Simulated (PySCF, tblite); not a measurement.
# C₄H₇F₃OSi: dynamics, then NMR shifts on frames, part 2 of 2

tblite 0.8.0 and PySCF 2.14.0. Atoms count from 0. The steps go on from the part before.

## 5. Shielding tensors: 625 fs, PBE0/pcSseg-1

The job: settings as JSON, then the geometry in Å.

```
{"job": {"kind": "nmr", "xc": "PBE0", "basis": "pcSseg-1", "pop": false}, "charge": 0, "multiplicity": 1}
F      1.769800    -1.718600     0.284600
C      1.324200    -0.561400     0.894700
F      1.391600    -0.810900     2.228200
F      2.241000     0.395700     0.575500
C     -0.001000    -0.061300     0.321200
C     -1.044300    -1.130800     0.227300
C     -2.402400    -0.435500     0.059400
O     -2.445900     0.663700     1.014500
Si    -1.009500     1.279700     1.280200
H      0.241000     0.274200    -0.703300
H     -1.011200    -1.774700     1.138400
H     -0.898300    -1.694100    -0.647700
H     -3.258200    -1.091700     0.280700
H     -2.528300     0.083700    -0.916200
H     -0.516000     1.354200     2.590600
H     -0.820900     2.689100     0.720100
```

Level: GIAO PBE0/pcSseg-1 NMR shielding, non-relativistic, gas phase.

Output:

```text
coarse grid: 14656 points
cycle   1  E = -819.8966209385  dE =  1.354e+00  |g| = 1.088e+00  |ddm| = 3.582e+00
cycle   2  E = -819.6151966224  dE =  2.814e-01  |g| = 1.718e+00  |ddm| = 1.797e+00
cycle   3  E = -820.0997111102  dE = -4.845e-01  |g| = 1.145e-01  |ddm| = 1.262e+00
cycle   4  E = -820.1016720849  dE = -1.961e-03  |g| = 6.748e-02  |ddm| = 1.464e-01
cycle   5  E = -820.1025871211  dE = -9.150e-04  |g| = 1.099e-02  |ddm| = 5.509e-02
cycle   6  E = -820.1026038412  dE = -1.672e-05  |g| = 4.208e-03  |ddm| = 9.137e-03
cycle   7  E = -820.1026071669  dE = -3.326e-06  |g| = 5.639e-04  |ddm| = 3.348e-03
final grid: 140384 points
cycle   8  E = -820.1858929371  dE = -4.176e-05  |g| = 1.189e-02  |ddm| = 2.724e-02
cycle   9  E = -820.1858584942  dE =  3.444e-05  |g| = 1.837e-02  |ddm| = 2.046e-02
cycle  10  E = -820.1859200035  dE = -6.151e-05  |g| = 1.094e-03  |ddm| = 1.264e-02
cycle  11  E = -820.1859202413  dE = -2.378e-07  |g| = 3.766e-04  |ddm| = 1.301e-03
cycle  12  E = -820.1859202676  dE = -2.628e-08  |g| = 9.822e-05  |ddm| = 3.473e-04
cycle  13  E = -820.1859202688  dE = -1.244e-09  |g| = 3.159e-05  |ddm| = 7.281e-05
cycle  14  E = -820.1859202690  dE = -1.780e-10  |g| = 6.973e-06  |ddm| = 2.460e-05
converged SCF energy = -820.1859202690

GIAO shielding tensors (ppm)
atom      isotropic    diamagn.    paramagn.     s11        s22        s33       span
  0 F      228.662     474.915    -246.253    122.562    217.622    345.802    223.240
  1 C       42.179     242.486    -200.307     28.758     44.521     53.259     24.501
  2 F      254.006     472.600    -218.594    163.115    256.091    342.812    179.697
  3 F      220.867     475.316    -254.448    125.808    207.893    328.901    203.093
  4 C      147.996     255.466    -107.470    122.367    142.312    179.310     56.943
  5 C      158.711     249.747     -91.035    141.004    160.056    175.074     34.070
  6 C      105.850     247.290    -141.439     55.982    106.398    155.171     99.189
  7 O      300.186     395.410     -95.224    243.484    293.460    363.614    120.130
  8 Si     365.857     879.958    -514.101    313.551    328.815    455.206    141.656
  9 H       28.863      33.678      -4.815     25.121     28.238     33.230      8.109
 10 H       29.297      29.978      -0.681     24.102     28.897     34.892     10.789
 11 H       30.371      32.205      -1.834     25.420     28.960     36.734     11.314
 12 H       26.639      27.383      -0.743     21.604     25.868     32.446     10.842
 13 H       26.948      29.608      -2.660     21.783     25.883     33.178     11.395
 14 H       27.274      30.138      -2.864     23.479     26.044     32.299      8.819
 15 H       26.107      28.325      -2.218     22.596     24.206     31.519      8.922
```

It took 48 s on 1 thread of Intel Xeon at 2.70GHz, shared host; peak memory 0.93 GiB.

This run: δ C1 144.7, C6 81.1, C4 38.9, C5 28.2, H15 5.61, H12 5.08 ppm.

## 6. Nuclear shieldings: 800 fs, PBE0/pcSseg-1

The job: settings as JSON, then the geometry in Å.

```
{"job": {"kind": "nmr", "xc": "PBE0", "basis": "pcSseg-1", "pop": false}, "charge": 0, "multiplicity": 1}
F      2.120000    -1.652400     0.564100
C      1.473900    -0.630800     1.044500
F      1.485400    -0.707000     2.422200
F      2.181100     0.455900     0.682600
C      0.098700    -0.367600     0.635600
C     -0.998400    -1.342800     1.021400
C     -2.351000    -0.475500     0.720900
O     -2.185000     0.709500     1.390900
Si    -0.642700     1.233400     1.464000
H      0.024900    -0.345100    -0.448000
H     -0.996900    -1.645700     2.127000
H     -1.042600    -2.304400     0.407300
H     -3.289400    -0.913000     1.179000
H     -2.439600    -0.387700    -0.369300
H     -0.364900     1.395700     2.875800
H     -0.570400     2.497700     0.717000
```

Method: GIAO PBE0/pcSseg-1 NMR shielding, non-relativistic, gas phase.

Output:

```text
coarse grid: 14656 points
cycle   1  E = -819.9052955609  dE =  1.445e+00  |g| = 1.063e+00  |ddm| = 3.580e+00
cycle   2  E = -819.6671605624  dE =  2.381e-01  |g| = 1.617e+00  |ddm| = 1.879e+00
cycle   3  E = -820.0947490863  dE = -4.276e-01  |g| = 1.249e-01  |ddm| = 1.334e+00
cycle   4  E = -820.0972150452  dE = -2.466e-03  |g| = 6.220e-02  |ddm| = 1.475e-01
cycle   5  E = -820.0979680479  dE = -7.530e-04  |g| = 9.469e-03  |ddm| = 5.148e-02
cycle   6  E = -820.0979810517  dE = -1.300e-05  |g| = 3.295e-03  |ddm| = 7.782e-03
cycle   7  E = -820.0979831462  dE = -2.095e-06  |g| = 5.825e-04  |ddm| = 2.736e-03
final grid: 140384 points
cycle   8  E = -820.1805792223  dE = -4.240e-05  |g| = 1.065e-02  |ddm| = 2.868e-02
cycle   9  E = -820.1805539869  dE =  2.524e-05  |g| = 1.601e-02  |ddm| = 1.839e-02
cycle  10  E = -820.1806006503  dE = -4.666e-05  |g| = 9.049e-04  |ddm| = 1.140e-02
cycle  11  E = -820.1806008127  dE = -1.625e-07  |g| = 3.202e-04  |ddm| = 1.107e-03
cycle  12  E = -820.1806008332  dE = -2.045e-08  |g| = 8.005e-05  |ddm| = 3.317e-04
cycle  13  E = -820.1806008341  dE = -9.193e-10  |g| = 2.636e-05  |ddm| = 7.115e-05
converged SCF energy = -820.1806008341

GIAO shielding tensors (ppm)
atom      isotropic    diamagn.    paramagn.     s11        s22        s33       span
  0 F      270.923     471.295    -200.372    195.678    289.719    327.373    131.695
  1 C       52.544     242.698    -190.154     44.049     53.032     60.550     16.501
  2 F      243.988     473.706    -229.718    137.120    243.762    351.082    213.962
  3 F      228.959     475.647    -246.688    130.715    222.401    333.762    203.047
  4 C      150.586     254.586    -104.000    127.486    148.441    175.832     48.347
  5 C      143.090     248.129    -105.039    126.362    142.970    159.937     33.575
  6 C      106.983     245.031    -138.048     68.185    108.504    144.261     76.075
  7 O      307.062     396.622     -89.560    236.411    306.286    378.490    142.079
  8 Si     343.328     879.276    -535.948    296.754    325.026    408.203    111.449
  9 H       29.558      34.199      -4.641     25.497     29.186     33.993      8.496
 10 H       28.210      28.763      -0.553     24.278     26.896     33.456      9.178
 11 H       28.526      28.868      -0.341     24.298     26.395     34.885     10.587
 12 H       25.916      26.759      -0.843     20.818     24.899     32.030     11.212
 13 H       27.679      30.053      -2.374     22.763     26.650     33.623     10.861
 14 H       26.673      29.208      -2.535     22.956     25.275     31.788      8.831
 15 H       26.420      28.952      -2.532     22.705     24.609     31.945      9.240
```

Wall time 48 s (1 thread of Intel Xeon at 2.70GHz, shared host); peak memory 0.92 GiB.

This run: δ C1 134.4, C6 79.9, C5 43.8, C4 36.3, H12 5.80, H15 5.30 ppm.

## 7. NMR shieldings: 1000 fs, PBE0/pcSseg-1

The job: settings as JSON, then the geometry in Å.

```
{"job": {"kind": "nmr", "xc": "PBE0", "basis": "pcSseg-1", "pop": false}, "charge": 0, "multiplicity": 1}
F      1.852300    -1.395600     0.626000
C      1.418300    -0.171100     0.966900
F      1.408500    -0.201800     2.330400
F      2.298100     0.683500     0.489600
C      0.026900     0.149200     0.381200
C     -0.954200    -0.908400     0.754100
C     -2.167100    -0.244300     1.417900
O     -1.741500     1.008400     1.942300
Si    -0.550700     1.767800     1.262900
H      0.283500     0.055900    -0.660200
H     -0.516400    -1.644300     1.499300
H     -1.328700    -1.484100    -0.138500
H     -2.470300    -0.878100     2.263600
H     -2.987900    -0.159400     0.661100
H      0.331800     2.286400     2.257700
H     -1.121900     2.763000     0.343400
```

Level: GIAO PBE0/pcSseg-1 NMR shielding, non-relativistic, gas phase.

Output:

```text
coarse grid: 14656 points
cycle   1  E = -819.8961202860  dE =  1.515e+00  |g| = 1.077e+00  |ddm| = 3.573e+00
cycle   2  E = -819.6507769479  dE =  2.453e-01  |g| = 1.638e+00  |ddm| = 1.908e+00
cycle   3  E = -820.0932869784  dE = -4.425e-01  |g| = 1.087e-01  |ddm| = 1.340e+00
cycle   4  E = -820.0948365255  dE = -1.550e-03  |g| = 6.583e-02  |ddm| = 1.352e-01
cycle   5  E = -820.0956666556  dE = -8.301e-04  |g| = 8.747e-03  |ddm| = 5.372e-02
cycle   6  E = -820.0956780986  dE = -1.144e-05  |g| = 3.092e-03  |ddm| = 7.676e-03
cycle   7  E = -820.0956799019  dE = -1.803e-06  |g| = 5.711e-04  |ddm| = 2.502e-03
final grid: 140384 points
cycle   8  E = -820.1779838211  dE = -3.851e-05  |g| = 1.095e-02  |ddm| = 2.810e-02
cycle   9  E = -820.1779568603  dE =  2.696e-05  |g| = 1.648e-02  |ddm| = 1.889e-02
cycle  10  E = -820.1780065752  dE = -4.971e-05  |g| = 8.516e-04  |ddm| = 1.163e-02
cycle  11  E = -820.1780067185  dE = -1.433e-07  |g| = 3.024e-04  |ddm| = 1.124e-03
cycle  12  E = -820.1780067360  dE = -1.745e-08  |g| = 8.272e-05  |ddm| = 3.053e-04
cycle  13  E = -820.1780067370  dE = -9.718e-10  |g| = 2.311e-05  |ddm| = 6.913e-05
converged SCF energy = -820.1780067370

GIAO shielding tensors (ppm)
atom      isotropic    diamagn.    paramagn.     s11        s22        s33       span
  0 F      247.674     475.548    -227.874    160.223    239.540    343.259    183.036
  1 C       47.297     247.431    -200.134     34.373     46.101     61.416     27.043
  2 F      257.722     474.615    -216.893    169.535    254.094    349.537    180.003
  3 F      251.188     474.213    -223.026    173.237    259.425    320.902    147.665
  4 C      147.678     253.303    -105.625    123.596    152.316    167.121     43.525
  5 C      155.078     247.597     -92.519    133.084    165.320    166.831     33.747
  6 C      110.200     246.453    -136.253     60.826    107.081    162.695    101.869
  7 O      293.558     393.375     -99.817    217.172    284.990    378.511    161.339
  8 Si     357.931     879.829    -521.898    313.850    330.761    429.181    115.331
  9 H       29.527      33.926      -4.399     25.255     28.853     34.474      9.219
 10 H       28.388      30.278      -1.890     22.984     28.891     33.288     10.304
 11 H       28.738      30.518      -1.780     23.789     26.865     35.559     11.770
 12 H       26.695      27.544      -0.849     21.744     25.873     32.467     10.723
 13 H       27.041      28.276      -1.235     21.381     26.425     33.317     11.936
 14 H       26.843      29.154      -2.311     23.356     25.516     31.658      8.301
 15 H       26.624      28.931      -2.308     22.622     24.206     33.043     10.421
```

Wall time 51 s (1 thread of Intel Xeon at 2.70GHz, shared host); peak memory 0.95 GiB.

This run: δ C1 139.6, C6 76.7, C4 39.2, C5 31.8, H15 5.09, H12 5.02 ppm.

## 8. Side by side: NMR shifts

Shifts (ppm) of some atoms, chosen among heavy atoms and hydrogens apart, with basis size and wall time:

| frame | C5 | H10 | H11 | F3 | F0 | F2 | Si8 | functions | time |
| --- | --- | --- | --- | --- | --- | --- | --- | --- | --- |
| 250 fs | 31.4 | 1.53 | 1.52 | -60.1 | -84.9 | -97.1 | -6.7 | 195 | 46 s |
| 425 fs | 26.2 | 2.56 | 2.90 | -35.8 | -67.4 | -80.1 | 9.4 | 195 | 47 s |
| 625 fs | 28.2 | 2.42 | 1.35 | -49.9 | -57.7 | -83.1 | -16.7 | 195 | 48 s |
| 800 fs | 43.8 | 3.51 | 3.19 | -58.0 | -100.0 | -73.0 | 5.8 | 195 | 48 s |
| 1000 fs | 31.8 | 3.33 | 2.98 | -80.2 | -76.7 | -86.8 | -8.8 | 195 | 51 s |

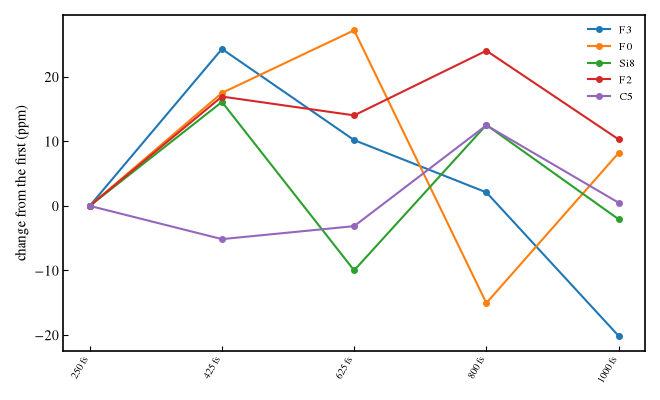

How five of the tabulated atoms move from run to run.

## 9. Outcome

This closing draws on all 2 parts.

```
                                        quantity                                         value
                                      thermostat                                         300 K
                   mean temperature, second half                                         312 K
         mean potential energy above the minimum                                       0.60 eV
  ¹³C shifts against TMS (PBE0/pcSseg-1, 250 fs)                   136.7, 71.0, 41.2, 31.4 ppm
   ¹H shifts against TMS (PBE0/pcSseg-1, 250 fs)  5.19, 4.52, 4.34, 3.93, 2.75, 1.53, 1.52 ppm
¹⁹F shifts against CFCl3 (PBE0/pcSseg-1, 250 fs)                       -60.1, -84.9, -97.1 ppm
  ¹⁷O shifts against H2O (PBE0/pcSseg-1, 250 fs)                                      32.4 ppm
 ²⁹Si shifts against TMS (PBE0/pcSseg-1, 250 fs)                                      -6.7 ppm
                        range of the shift of F3                            -80.2 to -35.8 ppm
```

What this shows: In the second half the potential energy averages 0.60 eV above the minimum; equipartition over 42 harmonic modes at 300 K would give 0.54 eV. With 16 atoms the temperature swings widely (144 to 458 K). Shifts at one fixed geometry are not the observed spectrum, which averages over the motion. In the first frame run (250 fs): The largest span, 232 ppm, is at F3, where the paramagnetic term is -244 ppm. In ppm, F3 moves most: its shift spreads over 44.4 ppm, from -80.2 (1000 fs) to -35.8 (425 fs).
